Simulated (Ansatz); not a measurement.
# BSiH5 (BH2(SiH3)) at B2PLYP/STO-3G

Aim: the vertical ionisation energy of BSiH5 (BH2(SiH3)) at B2PLYP/STO-3G, from 2 runs. 

The calculation is run with Ansatz 0.2.0.

49 further runs of the same task are left out: 1 that didn't finish, 48 set aside as unsound or not needed.

## (1) Starting point

BSiH5: 7 atoms, total charge 0, spin state singlet. SMILES: `[H]B([H])[SiH3]`. Geometry: relaxed at GFN2-xTB.

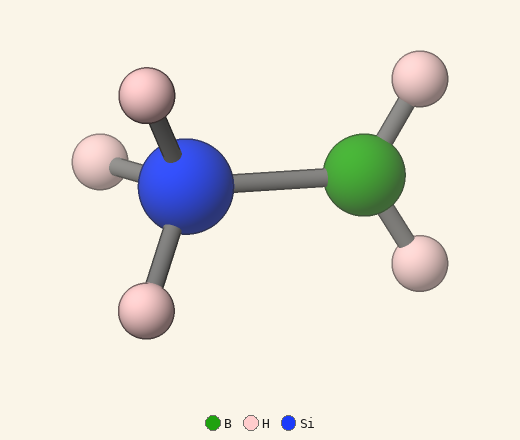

The structure, seen from a chosen angle (boron green, hydrogen pink, silicon blue).

## (2) A single-point energy at B2PLYP/STO-3G

The input, run.yaml:

```yaml
crystal:
  periodic: [false, false, false]
  atoms:
    - {symbol: B, position_ang: [0.595540, 1.038560, 0.005960]}
    - {symbol: H, position_ang: [1.765140, 1.076930, 0.027400]}
    - {symbol: H, position_ang: [0.039220, 2.066980, -0.048000]}
    - {symbol: Si, position_ang: [-0.377680, -0.657970, 0.018400]}
    - {symbol: H, position_ang: [-1.713750, -0.605710, 0.632990]}
    - {symbol: H, position_ang: [0.300530, -1.764180, 0.713070]}
    - {symbol: H, position_ang: [-0.608990, -1.154610, -1.349820]}
basis:
  gaussian:
    orbitals: STO-3G
hamiltonian:
  xc: {name: B2PLYP}
correlation:
  frozen_orbitals: {B: 1, H: 0, Si: 5}
accuracy: high
```

Launch:

```console
ansatz run run.yaml --threads 1 --pin off --max-ram 2610MiB --events-out events.jsonl --progress --plain --runs-dir runs
```

The program printed:

```text
Warning: RAYON_NUM_THREADS=1 ignored (pool sized by the plan → 1); use --threads N
Functional definition: B2PLYP
  name "B2PLYP"
  parameter a = 0.53
  parameter c = 0.27
  exchange = (1 - a)*b88_x + a*exact_x
  correlation = (1 - c)*lyp_c + c*(mp2_os + mp2_ss)
333 factors; integrals over basis functions are off by at most 1.3e-8 eV
mean field evaluation 1: about -8527.4463 eV, gradient 1.2e1 eV
mean field evaluation 2: about -8527.4117 eV, gradient 1.2e1 eV
mean field evaluation 4: about -8527.9801 eV, gradient 4.3e-1 eV
mean field evaluation 8: about -8527.9806 eV, gradient 6.6e-4 eV
mean field evaluation 16: about -8527.9806 eV, gradient 1.7e-8 eV
mean field -8527.98060790 eV, -313.3975068675 hartree, gradient 1.7e-8 eV, S^2 0.000000; 0 other end points of the search recorded, 0 dependent functions left out
6 core orbitals not correlated: weight in the atoms' cores, before any rotation towards them, 0.999 or more for the frozen orbitals, at most 0.000 for the correlated occupied ones
reference -8527.98062625 eV, -313.3975075416 hartree; 6, 6 occupied and 7, 7 virtual orbitals, 333 factors
second order -2.53223105 eV of doubles, -0.00000000 eV of singles
Total energy: -8528.66432863 eV, -313.4226331407 hartree
```

It took 1.3 s on 1 thread of Arm Neoverse V2, shared host; peak memory 0.1 GiB.

## (3) The doublet cation, same level

run.yaml: that of step 2 with these lines changed.

```diff
@@ -13,6 +13,10 @@
     orbitals: STO-3G
+total_charge: 1
+magnetization:
+  spin_polarized: true
+  initial_magnetization: 1
+accuracy: high
+correlation:
+  frozen_orbitals: {B: 1, H: 0, Si: 5}
 hamiltonian:
   xc: {name: B2PLYP}
-correlation:
-  frozen_orbitals: {B: 1, H: 0, Si: 5}
-accuracy: high
```

Launch:

```console
ansatz run run.yaml --threads 1 --pin off --max-ram 2610MiB --events-out events.jsonl --progress --plain --runs-dir runs
```

The program printed, shortened:

```text
Warning: RAYON_NUM_THREADS=1 ignored (pool sized by the plan → 1); use --threads N
Functional definition: B2PLYP
  name "B2PLYP"
[...]
333 factors; integrals over basis functions are off by at most 1.3e-8 eV
[...]
mean field -8518.11740394 eV, -313.0350408074 hartree, gradient 8.3e-8 eV, S^2 0.751920; 4 other end points of the search recorded, 0 dependent functions left out
6 core orbitals not correlated: weight in the atoms' cores, before any rotation towards them, 0.999 or more for the frozen orbitals, at most 0.000 for the correlated occupied ones
reference -8518.11742292 eV, -313.0350415048 hartree; 6, 5 occupied and 7, 8 virtual orbitals, 333 factors
second order -2.52350610 eV of doubles, -0.00000000 eV of singles
Total energy: -8518.79876956 eV, -313.0600805323 hartree
```

Wall time 2.8 s (1 thread of Arm Neoverse V2, shared host); peak memory 0.14 GiB.

## (4) What came out

At B2PLYP/STO-3G, 6 core orbitals frozen:

```
                                          quantity          value
                       singlet BSiH5: total energy  -313.42263 Eh
                      doublet cation: total energy  -313.06008 Eh
                              doublet cation: ⟨S²⟩          0.752
vertical ionisation energy (to the doublet cation)       9.866 eV
```

**Reading.** The vertical ionisation energy comes to 9.87 eV (228 kcal/mol). In a minimal basis such a difference can be off by several eV, whatever the method.
